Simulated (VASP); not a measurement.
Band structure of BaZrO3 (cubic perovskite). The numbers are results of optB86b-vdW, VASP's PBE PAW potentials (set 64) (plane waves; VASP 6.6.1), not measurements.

Unless said otherwise, spin-orbit coupling is left out, though it shifts the bands of the heavy elements here.

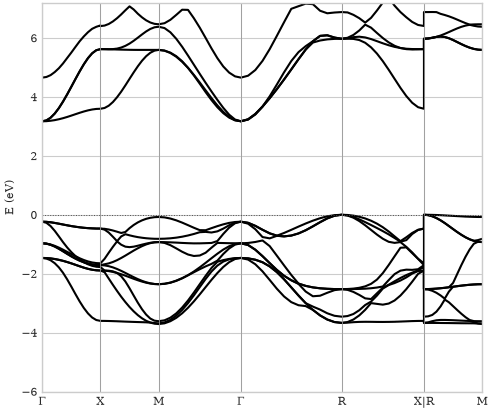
Figure. Bands along high-symmetry lines, zero at the valence-band maximum or, without a gap, the Fermi level

Task: Read the plot: is there a gap, and where are the band edges?

Result: The gap is indirect, 3.17 eV, from the valence maximum at R to the conduction minimum at Γ. (Edges off the drawn lines would not show.)

The compound is BaZrO3 in the cubic perovskite structure. It was relaxed first.
